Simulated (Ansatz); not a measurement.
Process, species as SMILES: N (NH3) → [NH2] (NH2) + H atom
B3LYP-D3(BJ)/def2-TZVP geometries, fixed; electronic energies without zero-point terms.
Largest species:
```
N
H 1 1.0136
H 1 1.0136 2 107.33
H 1 1.0136 2 107.33 3 -115.09
```
Charge 0, spin multiplicity 1.

Basis-set convergence of the bond dissociation energy at r2SCAN with Ansatz (an electronic-structure program). All functions are spherical. The program fits the integrals of some runs and decomposes those of others, by size. Open shells are unrestricted. No added dispersion term, no relativity. Functions are those of the species that has most. Reference: the value in pcseg-4, 110.92 kcal/mol, itself unsure by roughly 0.04 kcal/mol (its mean distance from aug-pcseg-3, aug-cc-pVQZ, cc-pV5Z). Deviations are taken from unrounded values.

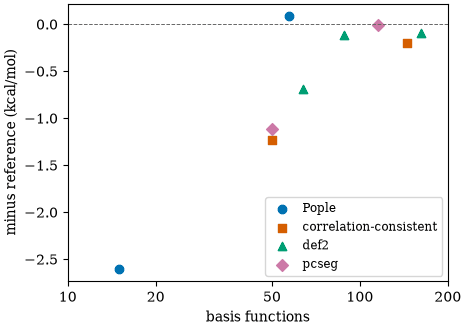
Figure: Deviation from the reference against the number of basis functions, by family of sets.

```tsv
basis	functions	bond dissociation energy (kcal/mol)	minus reference (kcal/mol)
3-21G	15	108.32	-2.60
aug-cc-pVDZ	50	109.69	-1.23
aug-pcseg-1	50	109.81	-1.11
6-311++G(2d,2p)	57	111.01	0.09
def2-TZVPD	64	110.24	-0.69
def2-TZVPPD	88	110.81	-0.11
aug-pcseg-2	115	110.91	-0.01
cc-pVQZ	145	110.72	-0.20
def2-QZVPPD	162	110.83	-0.10
```
